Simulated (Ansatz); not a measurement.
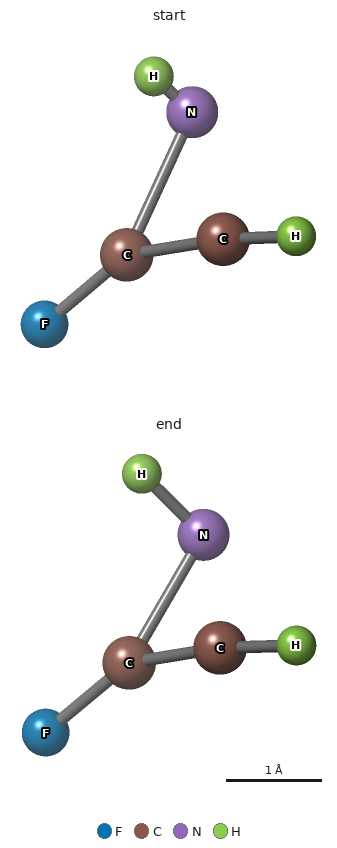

The structure of C2H2FN before (top) and after (bottom) a relaxation, at one scale.

Style: ball-and-stick. Shown from a free direction.

The calculation used RHF/def2-mTZVP (Ansatz 0.2.0).

The input:
```yaml
crystal:
  periodic: [false, false, false]
  atoms:
    - {symbol: F, position_ang: [-0.134904, -1.710785, 1.212340]}
    - {symbol: C, position_ang: [0.032150, -0.674108, 0.430480]}
    - {symbol: C, position_ang: [0.675661, -0.013674, -0.714146]}
    - {symbol: N, position_ang: [-0.809284, 0.753228, 0.198040]}
    - {symbol: H, position_ang: [1.022692, 0.341784, -1.566027]}
    - {symbol: H, position_ang: [-0.608099, 1.104737, 0.627735]}
basis:
  gaussian: {orbitals: def2-mTZVP, fitting: {mean_field: def2-universal-jkfit}}
hamiltonian: {xc: {name: HF}, pseudopotentials: {relativity: none}}
relax: {f_tol: 0.0001, max_steps: 2}
```

Launched with:
```bash
ansatz run in.yaml --threads 2 --pin off --events-out ev --progress --plain --max-ram 4352MiB
```

Summarise the run.

The relaxation stopped without meeting its thresholds, so the last structure isn't shown to be converged. The input was poor on purpose: steps. The energy falls by 1271.6 kJ/mol in 1 geometry step. Largest force component: 67 eV/Å at the start, 8.7 eV/Å at the end. The largest move after the best rigid fit is that of N4, 0.20 Å. By element the largest moves are N 0.20 Å, H 0.19 Å, C 0.05 Å, F 0.02 Å. Among the contacts that change: N4–H6 0.590 → 0.973 Å, C2–N4 1.673 → 1.595 Å, C2–C3 1.470 → 1.395 Å, C3–H5 0.986 → 1.037 Å. Among the angles between lasting bonds that change: C2–N4–H6 103.6° → 99.1°.
